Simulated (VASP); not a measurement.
Band structure of MoP (relaxed from the WC structure, space group P-6m2). Computed with PBEsol GGA, VASP's PBE PAW potentials (set 64) (plane waves; VASP 6.6.1).

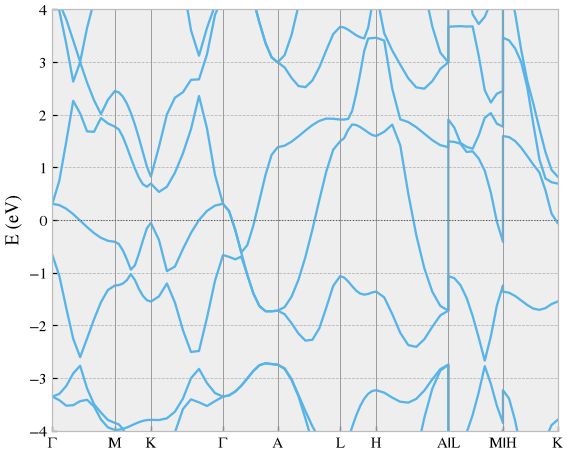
*Bands along high-symmetry lines, zero at the valence-band maximum or, without a gap, the Fermi level*

Question: Read the plot: is there a gap, and where are the band edges?

Answer: It has no gap at this level: it comes out as a metal or semimetal. (Edges off the drawn lines would not show.)

The structure was generated: MoP was put into the WC type (P-6m2), which need not be its known phase. It was relaxed first, which changed the volume by -9 %. The electron count is odd and the run is not spin-polarised, which forces a metal.
